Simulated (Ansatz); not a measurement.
C₂H₄F₂ (SMILES CC(F)F)

Input

```
crystal:
  periodic: [false, false, false]
  atoms:
    - symbol: C
      position_ang: [0.025745, -0.460928, 0.150442]
    - symbol: C
      position_ang: [-0.470325, 0.849167, 0.671184]
    - symbol: F
      position_ang: [-0.829957, 0.727484, 1.981423]
    - symbol: F
      position_ang: [-1.583456, 1.236095, -0.015905]
    - symbol: H
      position_ang: [0.295108, -0.368348, -0.906162]
    - symbol: H
      position_ang: [0.904407, -0.782920, 0.717724]
    - symbol: H
      position_ang: [-0.764556, -1.211543, 0.255330]
    - symbol: H
      position_ang: [0.256333, 1.669224, 0.605874]
basis:
  gaussian:
    orbitals: def2-TZVPD
hamiltonian:
  xc: pbe0
output:
  forces: true
  orbitals: {seedname: orbitals}
```

Launched as:

```sh
ansatz run input.yaml --threads 1 --pin off --max-ram 2610MiB --events-out events.jsonl --progress --plain --runs-dir runs
```

Geometry: PBE0-D3(BJ)/pcseg-1.

Method: Ansatz 0.2.0, isolated molecule in a Gaussian basis; Kohn-Sham density functional theory, functional PBE0.

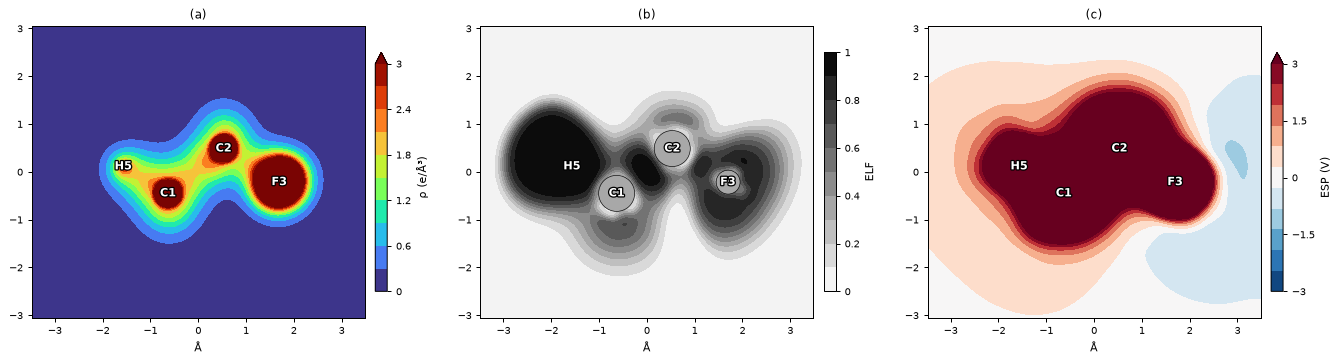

Figure 1. (a) total electron density; (b) ELF; (c) electrostatic potential on the plane of atoms C2, C1 and H5. Grey discs cover the atomic cores in the ELF map.

Question: Read the bonding off the picture.

Answer: The plane passes through C, F and H nuclei. C–F (1.36 Å): ρ at the midpoint is about 2.2 e/Å³, with its minimum of 1.8 e/Å³ about 0.5 Å from C; the ELF peaks at about 0.80 between the atoms; a shared but strongly polarised pair. C–C (1.49 Å): ρ is about 1.9 e/Å³ halfway; the ELF peaks at about 0.95 between the atoms (a shared electron pair). C–H (1.09 Å): ρ is about 2 e/Å³ halfway; the ELF climbs to about 1 towards the hydrogen, as it does in any bond to H; an ordinary covalent bond to hydrogen. The ELF also peaks beside F3, away from the bonds: lone-pair regions. Outside the dense part of the molecule the potential is most negative (−0.9 V) near F3.

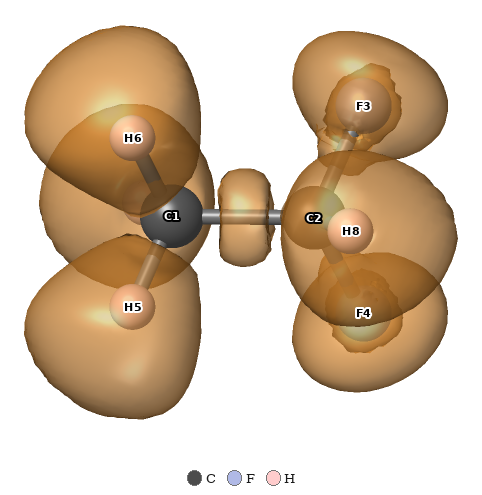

Figure 2. Isosurface of the electron localisation function at 0.75 (orange), seen across its widest extent. Only the valence region is drawn (cores and ρ < 0.01 e/Å³ removed).

Question: Where are the electrons localised?

Answer: At this value the surface marks out one region between bonded C–C atoms (shared pairs), four regions around hydrogen nuclei and two regions on F in which the atom's valence shell and bonds are merged.

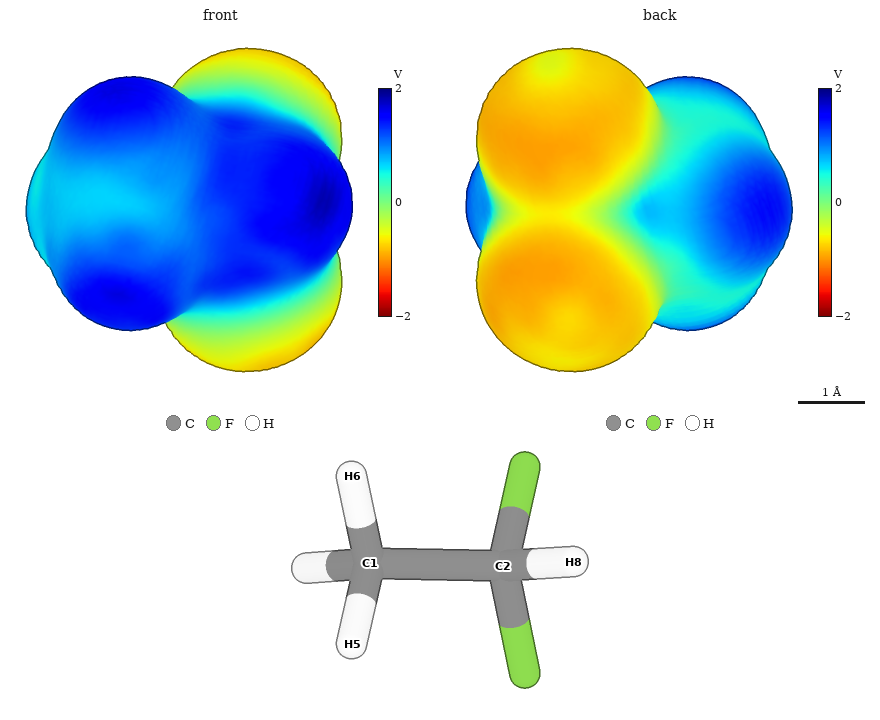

Figure 3. The molecular electrostatic potential painted on the density surface at 0.004 e/bohr³, seen from the front and from behind; red is negative and blue positive. The bare structure is drawn below in the same view.

Question: Where is the surface potential most negative and most positive?

Answer: The most negative region (about −1.0 V) lies over F3 and F4, the most positive (about +1.8 V) over H8.

Question: What dipole moment does the calculation give?

Answer: Its dipole moment is 2.25 D.
